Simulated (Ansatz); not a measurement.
CaO: pressure series

Base system: CaO in the rock salt structure (space group Fm-3m, No. 225; a = 4.831 Å).

Cell and atoms are relaxed at each pressure.

Levels (all Ansatz, a quantum-chemistry and plane-wave program, PAW): PBE (420 eV, without spin-orbit coupling); r2SCAN (500 eV, no spin-orbit coupling).

The base cell above is that of PBE; each level relaxes its own structures.

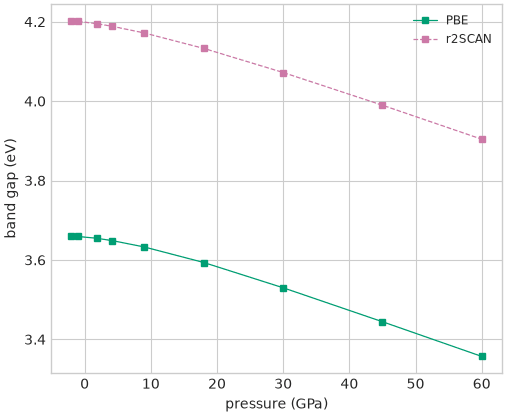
Figure. Band gap under two levels

Q: How do the two levels compare along the series?

A: PBE lies below r2SCAN in every row, by 0.54 eV to 0.55 eV. Near ties aside, they put the cases in the same order.

Load acts through the strain it causes; cell and atoms are relaxed under it. No phonon test of stability was made. No other phases were tried under pressure.
